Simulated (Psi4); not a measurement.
# SnTe (SMILES [Sn][Te]): BP86/def2-TZVPD (core potential, sweep point 4)

Aim: the vertical ionisation energy of SnTe at BP86/def2-TZVPD (core potential, sweep point 4), from 2 runs. 

The calculation is run with Psi4 1.11.

## 1. The molecule

The species is SnTe (2 atoms), meant as a singlet with charge 0. As SMILES, `[Sn][Te]`. The coordinates come from a PBE0-D4/def2-TZVP relaxation.

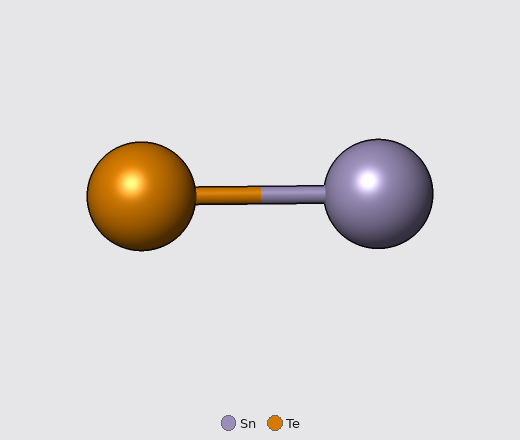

Viewed from a chosen angle; tin purple, tellurium orange.

## 2. A single-point energy at BP86/def2-TZVPD (core potential, sweep point 4)

calc.dat reads:

```
memory 1600 MB

molecule system {
  0 1
  Sn     0.000000     0.000000     0.009440
  Te     0.000000     0.000000     2.527330
  symmetry c1
}

set globals {
  puream               true
  scf_type             pk
  dft_radial_points    99
  dft_spherical_points 590
}

energy('bp86/def2-TZVPD')
```

Command:

```sh
$ psi4 -i calc.dat -o calc.out -n 1
```

calc.out:

```text
[...]
    !!!  WARNING: ECP capability is in beta. Please check occupations closely.  !!!
[...]
  Running in c1 symmetry.
[...]
  Nuclear repulsion =  110.968138891595729
[...]
  Multiplicity = 1
[...]
  Nalpha       = 23
  Nbeta        = 23
[...]
    Number of basis functions: 115
[...]
   @RKS iter   1:  -481.35776747893487   -1.43569e+00   1.34449e-02 ADIIS/DIIS
[...]
   @RKS iter  12:  -482.64118591746484   -2.61250e-07   5.31228e-07 DIIS
[...]
    Orbital Energies [Eh]
    ---------------------
    Doubly Occupied:
       1A     -6.029902     2A     -4.915928     3A     -4.201244
       4A     -4.201244     5A     -4.201156     6A     -3.297411
       7A     -3.297411     8A     -3.289776     9A     -1.484392
      10A     -1.482905    11A     -1.482905    12A     -1.482582
      13A     -1.482581    14A     -0.958968    15A     -0.958968
      16A     -0.954542    17A     -0.953185    18A     -0.953185
      19A     -0.560817    20A     -0.399102    21A     -0.226915
      22A     -0.218880    23A     -0.218880
[...]
  @RKS Final Energy:  -482.64118591746484
   => Energetics <=
    Nuclear Repulsion Energy =            110.9681388915957285
    One-Electron Energy =               -1065.4293126632264830
    Two-Electron Energy =                 510.8768813794475818
    DFT Exchange-Correlation Energy =     -39.0568935252816374
    Empirical Dispersion Energy =           0.0000000000000000
    VV10 Nonlocal Energy =                  0.0000000000000000
    Total Energy =                       -482.6411859174648384
[...]
 Multipole Moments:
 ------------------------------------------------------------------------------------
     Multipole            Electronic (a.u.)      Nuclear  (a.u.)        Total (a.u.)
 ------------------------------------------------------------------------------------
 L = 1.  Multiply by 2.5417464519 to convert [e a0] to [Debye]
 Dipole X            :          0.0000023            0.0000000            0.0000023
 Dipole Y            :          0.0000005            0.0000000            0.0000005
 Dipole Z            :         -1.2226209            0.3755312           -0.8470897
 Magnitude           :                                                    0.8470897
[...]
```

Wall time 13 s (1 thread of Intel Xeon at 2.70GHz, shared host); peak memory 0.64 GiB.

## 3. The doublet cation, same level

job.dat reads:

```
memory 1600 MB

molecule system {
  1 2
  Sn     0.000000     0.000000     0.009440
  Te     0.000000     0.000000     2.527330
  symmetry c1
}

set {
  basis                def2-TZVPD
  reference            uks
  puream               true
  scf_type             pk
  dft_radial_points    99
  dft_spherical_points 590
  maxiter              100
}

e = energy("bp86")
print_variables()
```

Command:

```sh
$ psi4 -n 1 job.dat job.out
```

job.out:

```text
[...]
    !!!  WARNING: ECP capability is in beta. Please check occupations closely.  !!!
[...]
  Running in c1 symmetry.
[...]
  Nuclear repulsion =  110.968138891595729
[...]
  Multiplicity = 2
[...]
  Nalpha       = 23
  Nbeta        = 22
[...]
    Number of basis functions: 115
[...]
   @UKS iter   1:  -481.21810220354132   -1.29602e+00   1.23462e-02 ADIIS/DIIS
[...]
   @UKS iter  17:  -482.31940454176600   -1.67366e-08   8.76068e-07 DIIS
[...]
   @S^2 Observed:                7.536463334E-01
[...]
    Orbital Energies [Eh]
    ---------------------
    Alpha Occupied:
       1A     -6.275322     2A     -5.145248     3A     -4.455065
       4A     -4.443303     5A     -4.441699     6A     -3.529520
       7A     -3.525061     8A     -3.518230     9A     -1.736373
      10A     -1.733604    11A     -1.731503    12A     -1.722712
      13A     -1.721795    14A     -1.189713    15A     -1.189023
      16A     -1.184649    17A     -1.182575    18A     -1.180213
      19A     -0.806635    20A     -0.622077    21A     -0.466622
      22A     -0.444052    23A     -0.438927
    Alpha Virtual:
      24A     -0.339512    25A     -0.326385    26A     -0.218544
[...]
  @UKS Final Energy:  -482.31940454176600
   => Energetics <=
    Nuclear Repulsion Energy =            110.9681388915957285
    One-Electron Energy =               -1054.6086736891893452
    Two-Electron Energy =                 500.1636605931508939
    DFT Exchange-Correlation Energy =     -38.8425303373232538
    Empirical Dispersion Energy =           0.0000000000000000
    VV10 Nonlocal Energy =                  0.0000000000000000
    Total Energy =                       -482.3194045417660050
[...]
 Multipole Moments:
 ------------------------------------------------------------------------------------
     Multipole            Electronic (a.u.)      Nuclear  (a.u.)        Total (a.u.)
 ------------------------------------------------------------------------------------
 L = 1.  Multiply by 2.5417464519 to convert [e a0] to [Debye]
 Dipole X            :          0.0000023            0.0000000            0.0000023
 Dipole Y            :          0.0000237            0.0000000            0.0000237
 Dipole Z            :         -1.1422986            0.3755312           -0.7667674
 Magnitude           :                                                    0.7667674
[...]
```

It took 19 s on 1 thread of Intel Xeon at 2.70GHz, shared host; peak memory 0.64 GiB.

## 4. Summary of results

Level: BP86/def2-TZVPD (core potential, sweep point 4).

```
                                          quantity          value
                        singlet SnTe: total energy  -482.64119 Eh
                       singlet SnTe: dipole moment         2.15 D
                         singlet SnTe: HOMO energy       -5.96 eV
                         singlet SnTe: LUMO energy       -3.39 eV
                       singlet SnTe: HOMO–LUMO gap        2.56 eV
                      doublet cation: total energy  -482.31940 Eh
doublet cation: HOMO energy (highest over α and β)      -11.71 eV
 doublet cation: LUMO energy (lowest over α and β)      -11.58 eV
                              doublet cation: ⟨S²⟩          0.754
vertical ionisation energy (to the doublet cation)       8.756 eV
```

**Reading.** The vertical ionisation energy comes to 8.76 eV (845 kJ/mol). −ε(HOMO) before ionisation, 5.96 eV, is 2.80 eV below this ionisation energy.
